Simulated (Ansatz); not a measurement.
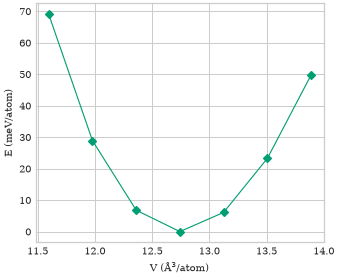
*BaTiO₃ (cubic perovskite, Pm-3m) under volume change, plane-wave PAW r²SCAN (Ansatz code), scaled uniformly.*

**Question.** What does a third-order Birch–Murnaghan fit give for V₀, B₀ and B′?

**Answer.** V₀ = 12.74 Å³/atom, B₀ = 181 GPa, B′ = 4.5.

This is a known high-temperature phase of the composition, computed here at zero pressure and temperature. The r²SCAN relaxation kept the symmetry of its start. At this level the phase is dynamically unstable (imaginary phonons). No spin polarisation was allowed. Scalar-relativistic: spin–orbit coupling is off unless named, which matters more the heavier the elements.

Potentials: the later of the program's two PAW sets.
